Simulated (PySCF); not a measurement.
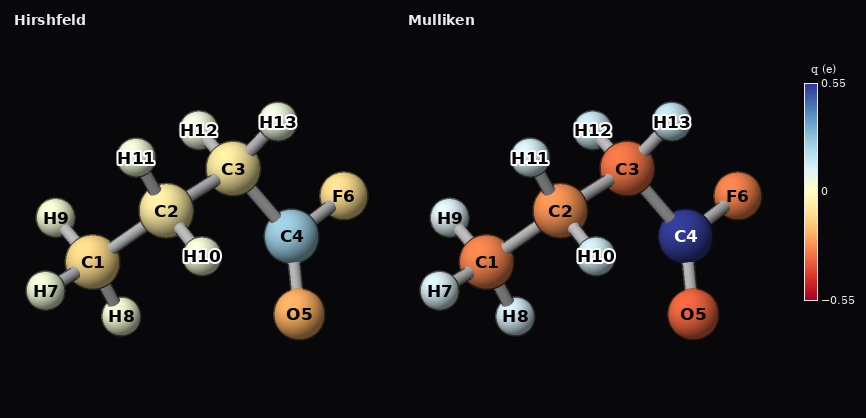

Atomic charges of one calculation by 2 schemes, on one colour scale. The geometry was computed by an optimisation with GFN2-xTB. No frequency run is at hand to confirm it as a minimum. Level of theory: PBE0/pcSseg-1 (PySCF 2.14.0).

Question: Which scheme gives the most polar picture (largest mean size of the charges)?

Answer: The Mulliken charges are the largest in size here.

Question: On which atom do the schemes disagree most?

Answer: On C4 (from 0.25 to 0.53 e).

List the charges (e), one line for each set of equivalent atoms.

| atom | Hirshfeld | Mulliken |
| --- | --- | --- |
| C1 | −0.12 | −0.29 |
| C2 | −0.06 | −0.26 |
| C3 | −0.07 | −0.31 |
| C4 | 0.25 | 0.53 |
| O5 | −0.21 | −0.34 |
| F6 | −0.11 | −0.29 |
| H7 | 0.05 | 0.12 |
| H8 | 0.04 | 0.13 |
| H9 | 0.04 | 0.11 |
| H10 | 0.04 | 0.14 |
| H11 | 0.04 | 0.13 |
| H12 | 0.06 | 0.16 |
| H13 | 0.06 | 0.17 |
